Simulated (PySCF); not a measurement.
**Ce(SH)3: forces at shaken geometries**

Aim: move all atoms of relaxed Ce(SH)3 at random and read energies and forces. The species was built from a template and needn't be a known compound.

The runs use PySCF 2.14.0; r2SCAN, Ce lcecp-1-SVP with ECP47, S def2-SVP, H def2-SVP; scalar-relativistic core potentials, no spin–orbit coupling.

6 further runs of the same task are left out: 2 for a known fault of the program, 2 that didn't finish, 2 set aside as unsound or not needed.

## 1. The system as given

7 atoms, charge 0, spin multiplicity 1.

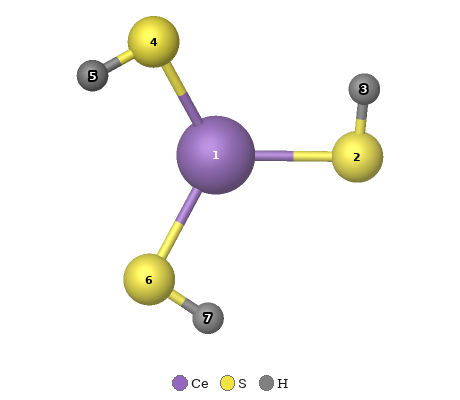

The structure; cerium purple, sulfur yellow, hydrogen grey; atoms are numbered from 1 in the order of the file.

Coordinates:

```xyz
7
CeH3S3
Ce    0.00000    0.00000    0.56434
S     2.63363   -0.39732    0.99429
H     2.91325    0.91950    1.15272
S    -0.97273    2.47944    0.99429
H    -2.25294    2.06319    1.15272
S    -1.66090   -2.08213    0.99429
H    -0.66031   -2.98270    1.15272
```

Formal oxidation states: Ce +3. Each metal's 1 4f electrons lie in its core potential, so multiplicities, spins and levels count the valence alone. An earlier session relaxed this geometry at r2SCAN, Ce lcecp-1-SVP with ECP47, S def2-SVP, H def2-SVP (singlet, point group C3).

Its energy there is -1228.338375 Eh.

## 2. Atoms moved at random, σ = 0.15 Å

File run.py (the lines that set the calculation):

```python
mol = gto.M(atom='''
Ce    -0.00525     0.07407     0.53603
S      2.69694    -0.32084     0.78135
H      2.98650     0.90356     1.04404
S     -0.90189     2.53744     1.10426
H     -2.44063     2.01042     1.18602
S     -1.41986    -2.20595     1.18173
H     -0.91583    -2.99871     1.17193''',
    basis={'Ce': 'lcecp-1-SVP', 'S': 'def2-SVP', 'H': 'def2-SVP'},
    ecp={'Ce': 'lcecp-1-SVP'},
    charge=0, spin=0)
mf = dft.RKS(mol, xc='R2SCAN')
mf.grids.atom_grid = (50, 194)  # f atoms: unpruned, at least (60, 302)
mf = mf.density_fit()  # fitting sets: Ce AutoAux, S def2-universal-JKFIT, H def2-universal-JKFIT
mf.conv_tol = 1e-08; mf.max_cycle = 55
mf.kernel(dm0)  # dm0: the density of the relaxed state
```

Command:

```
$ OMP_NUM_THREADS=2 python run.py
```

Standard output:

```text
init E= -1228.21937303386
  HOMO = -0.240472258956742  LUMO = -0.121799636755295  gap/eV = 3.22925
cycle= 1 E= -1228.11361653386  delta_E= 0.106  |g|= 0.176  |ddm|= 0.952
  HOMO = -0.220006101797492  LUMO = -0.103743367703025  gap/eV = 3.16367
cycle= 2 E= -1228.10779609084  delta_E= 0.00582  |g|= 0.21  |ddm|= 0.592
  HOMO = -0.230442379095986  LUMO = -0.102799433462249  gap/eV = 3.47334
cycle= 3 E= -1228.12541847782  delta_E= -0.0176  |g|= 0.0299  |ddm|= 0.354
  HOMO = -0.231876467126003  LUMO = -0.104535454633824  gap/eV = 3.46513
cycle= 4 E= -1228.12572100547  delta_E= -0.000303  |g|= 0.0104  |ddm|= 0.0599
  HOMO = -0.232338662664164  LUMO = -0.104510358763145  gap/eV = 3.47839
cycle= 5 E= -1228.12575824477  delta_E= -3.72e-05  |g|= 0.00352  |ddm|= 0.0173
  HOMO = -0.232287568328861  LUMO = -0.104611265352946  gap/eV = 3.47425
cycle= 6 E= -1228.1257619712  delta_E= -3.73e-06  |g|= 0.00131  |ddm|= 0.00635
  HOMO = -0.23221439282836  LUMO = -0.104493614278668  gap/eV = 3.47546
cycle= 7 E= -1228.12576264588  delta_E= -6.75e-07  |g|= 0.000296  |ddm|= 0.00249
  HOMO = -0.232206613729827  LUMO = -0.104524591225388  gap/eV = 3.47440
cycle= 8 E= -1228.12576267436  delta_E= -2.85e-08  |g|= 0.00014  |ddm|= 0.000611
  HOMO = -0.232223543242367  LUMO = -0.104516804947478  gap/eV = 3.47508
cycle= 9 E= -1228.12576268227  delta_E= -7.92e-09  |g|= 2.7e-05  |ddm|= 0.00025
  HOMO = -0.232214473730971  LUMO = -0.104519453891596  gap/eV = 3.47476
Extra cycle  E= -1228.1257626818  delta_E= 4.67e-10  |g|= 4.27e-05  |ddm|= 0.000114
converged SCF energy = -1228.1257626818
```

It took 8.1 s on 2 threads of Intel Xeon Platinum 8375C at 2.90GHz (Ice Lake), shared host.

Read off: E = -1228.125763 Eh (+5.785 eV from the relaxed state), HOMO -6.32 eV, LUMO -2.84 eV, Mulliken charge on Ce1 +0.92 e, largest force component 30.110 eV/Å. 

```tsv
atom	Fx	Fy	Fz (eV/Å)
Ce1	0.441	-0.909	0.158
S2	-0.940	-1.905	-0.500
H3	0.510	2.069	0.431
S4	-3.455	-1.002	0.209
H5	3.351	1.121	-0.149
S6	-18.939	30.110	0.257
H7	19.033	-29.484	-0.405
```

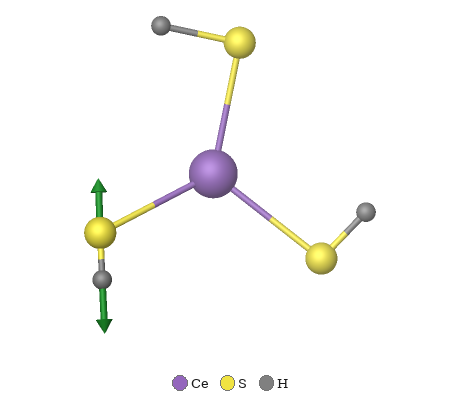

Forces as arrows, the longest for the largest force.

## 3. Atoms moved at random, σ = 0.06 Å

File run.py (the lines that set the calculation):

```python
mol = gto.M(atom='''
Ce     0.00939     0.03368     0.56007
S      2.58325    -0.30408     0.89007
H      2.86847     0.81368     1.21854
S     -1.01849     2.43095     1.04036
H     -2.20249     2.03868     1.09434
S     -1.53439    -2.11986     1.05418
H     -0.70574    -2.89305     1.14781''',
    basis={'Ce': 'lcecp-1-SVP', 'S': 'def2-SVP', 'H': 'def2-SVP'},
    ecp={'Ce': 'lcecp-1-SVP'},
    charge=0, spin=0)
mf = dft.RKS(mol, xc='R2SCAN')
mf.grids.atom_grid = (50, 194)  # f atoms: unpruned, at least (60, 302)
mf = mf.density_fit()  # fitting sets: Ce AutoAux, S def2-universal-JKFIT, H def2-universal-JKFIT
mf.conv_tol = 1e-08; mf.max_cycle = 55
mf.kernel(dm0)  # dm0: the density of the relaxed state
```

Command:

```
$ OMP_NUM_THREADS=2 python run.py
```

Standard output:

```text
init E= -1228.43978712795
  HOMO = -0.197972016889191  LUMO = -0.0678848537499483  gap/eV = 3.53985
cycle= 1 E= -1228.27821368666  delta_E= 0.162  |g|= 0.0911  |ddm|= 0.478
  HOMO = -0.239826580562237  LUMO = -0.0943762108713102  gap/eV = 3.95791
cycle= 2 E= -1228.27668622221  delta_E= 0.00153  |g|= 0.11  |ddm|= 0.276
  HOMO = -0.235580081918922  LUMO = -0.101743209304036  gap/eV = 3.64189
cycle= 3 E= -1228.2808172685  delta_E= -0.00413  |g|= 0.0346  |ddm|=  0.2
  HOMO = -0.235478305815679  LUMO = -0.098227821367594  gap/eV = 3.73478
cycle= 4 E= -1228.28130238127  delta_E= -0.000485  |g|= 0.00448  |ddm|= 0.0586
  HOMO = -0.235037927370691  LUMO = -0.0981542702846525  gap/eV = 3.72479
cycle= 5 E= -1228.28130773971  delta_E= -5.36e-06  |g|= 0.00224  |ddm|= 0.00912
  HOMO = -0.235058133748245  LUMO = -0.0981135559669504  gap/eV = 3.72645
cycle= 6 E= -1228.2813095543  delta_E= -1.81e-06  |g|= 0.000513  |ddm|= 0.00417
  HOMO = -0.235077166872309  LUMO = -0.0981473952000798  gap/eV = 3.72605
cycle= 7 E= -1228.28130965595  delta_E= -1.02e-07  |g|= 9.33e-05  |ddm|= 0.00096
  HOMO = -0.235068240984206  LUMO = -0.0981415382240804  gap/eV = 3.72597
cycle= 8 E= -1228.28130965855  delta_E= -2.6e-09  |g|= 2.45e-05  |ddm|= 0.00015
  HOMO = -0.235068812273732  LUMO = -0.0981371793948682  gap/eV = 3.72610
Extra cycle  E= -1228.28130965844  delta_E= 1.07e-10  |g|= 2.93e-05  |ddm|= 8.26e-05
converged SCF energy = -1228.28130965844
```

It took 7.7 s on 2 threads of Intel Xeon Platinum 8375C at 2.90GHz (Ice Lake), shared host.

It gives: E = -1228.281310 Eh (+1.553 eV from the relaxed state), HOMO -6.40 eV, LUMO -2.67 eV, Mulliken charge on Ce1 +0.85 e, largest force component 7.451 eV/Å. 

```tsv
atom	Fx	Fy	Fz (eV/Å)
Ce1	-0.579	-0.311	-0.218
S2	-0.657	-5.750	-1.523
H3	1.474	5.680	1.641
S4	3.278	1.549	-0.095
H5	-3.468	-1.124	0.196
S6	-7.451	6.880	-0.852
H7	7.404	-6.923	0.851
```

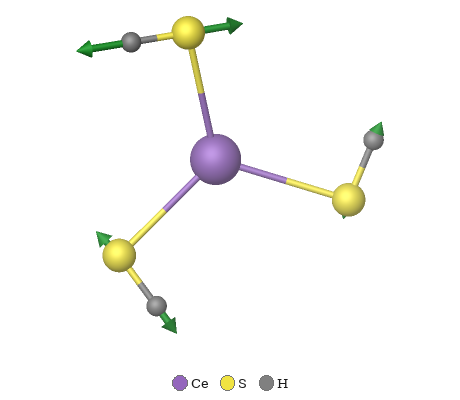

Forces as arrows, the longest for the largest force.

## 4. Atoms moved at random, σ = 0.15 Å

File run.py (the lines that set the calculation):

```python
mol = gto.M(atom='''
Ce    -0.02882    -0.01170     0.55961
S      2.62789    -0.25193     0.93598
H      2.99017     1.00264     1.21949
S     -0.87676     2.47311     1.23121
H     -2.29405     2.05428     1.04767
S     -1.48650    -2.03919     0.65994
H     -0.93191    -3.22720     1.35146''',
    basis={'Ce': 'lcecp-1-SVP', 'S': 'def2-SVP', 'H': 'def2-SVP'},
    ecp={'Ce': 'lcecp-1-SVP'},
    charge=0, spin=0)
mf = dft.RKS(mol, xc='R2SCAN')
mf.grids.atom_grid = (50, 194)  # f atoms: unpruned, at least (60, 302)
mf = mf.density_fit()  # fitting sets: Ce AutoAux, S def2-universal-JKFIT, H def2-universal-JKFIT
mf.conv_tol = 1e-08; mf.max_cycle = 55
mf.kernel(dm0)  # dm0: the density of the relaxed state
```

Command:

```
$ OMP_NUM_THREADS=2 python run.py
```

Standard output:

```text
init E= -1228.21053921738
  HOMO = -0.264210657733357  LUMO = -0.140090573155653  gap/eV = 3.37748
cycle= 1 E= -1228.30194338387  delta_E= -0.0914  |g|= 0.162  |ddm|= 1.02
  HOMO = -0.215393307846251  LUMO = -0.0899870485638435  gap/eV = 3.41248
cycle= 2 E= -1228.29898549839  delta_E= 0.00296  |g|= 0.186  |ddm|= 0.522
  HOMO = -0.225288013333054  LUMO = -0.0954400970980668  gap/eV = 3.53334
cycle= 3 E= -1228.31176342619  delta_E= -0.0128  |g|= 0.0406  |ddm|= 0.321
  HOMO = -0.229527126588915  LUMO = -0.0962879942925423  gap/eV = 3.62562
cycle= 4 E= -1228.31234830191  delta_E= -0.000585  |g|= 0.00857  |ddm|= 0.0704
  HOMO = -0.229194935689579  LUMO = -0.0971612863242082  gap/eV = 3.59282
cycle= 5 E= -1228.31236930245  delta_E= -2.1e-05  |g|= 0.00414  |ddm|= 0.0177
  HOMO = -0.229358569094825  LUMO = -0.0967864072084561  gap/eV = 3.60747
cycle= 6 E= -1228.31237581952  delta_E= -6.52e-06  |g|= 0.00129  |ddm|= 0.00792
  HOMO = -0.229328208934434  LUMO = -0.0968641147625656  gap/eV = 3.60453
cycle= 7 E= -1228.31237643121  delta_E= -6.12e-07  |g|= 0.000185  |ddm|= 0.00202
  HOMO = -0.229334591260761  LUMO = -0.0968586701405059  gap/eV = 3.60485
cycle= 8 E= -1228.31237644294  delta_E= -1.17e-08  |g|= 8.42e-05  |ddm|= 0.00041
  HOMO = -0.229339895268181  LUMO = -0.0968625288390813  gap/eV = 3.60489
cycle= 9 E= -1228.31237644547  delta_E= -2.53e-09  |g|= 2.62e-05  |ddm|= 0.000161
  HOMO = -0.229335474026469  LUMO = -0.0968617814437111  gap/eV = 3.60479
Extra cycle  E= -1228.31237644506  delta_E= 4.14e-10  |g|= 4.18e-05  |ddm|= 9.68e-05
converged SCF energy = -1228.31237644506
```

It took 8.1 s on 2 threads of Intel Xeon Platinum 8375C at 2.90GHz (Ice Lake), shared host.

Read off: E = -1228.312376 Eh (+0.707 eV from the relaxed state), HOMO -6.24 eV, LUMO -2.64 eV, Mulliken charge on Ce1 +0.86 e, largest force component 3.853 eV/Å. 

```tsv
atom	Fx	Fy	Fz (eV/Å)
Ce1	1.814	2.001	-0.146
S2	-0.044	-0.585	-0.063
H3	0.027	0.470	0.085
S4	-2.498	-0.749	-0.372
H5	2.271	0.728	0.372
S6	-0.754	-3.853	1.346
H7	-0.817	1.988	-1.222
```

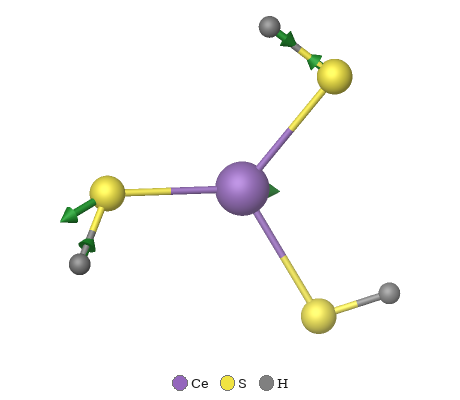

Forces as arrows, the longest for the largest force.

## 5. The displacements side by side

| σ (Å) | energy rise (eV) | harmonic estimate −½ F·u (eV) | largest force component (eV/Å) |
| --- | --- | --- | --- |
| 0.15 | 5.785 | 6.916 | 30.11 |
| 0.06 | 1.553 | 1.761 | 7.45 |
| 0.15 | 0.707 | 0.912 | 3.85 |

Every displacement raises the energy. For a harmonic well the rise equals −½ F·u; the two differ by at most 29 % here (a move with σ = 0.15 Å), from anharmonicity, the grid and the small forces left at the relaxed point. These are double-zeta-type bases without diffuse functions. Spin–orbit coupling is left out.
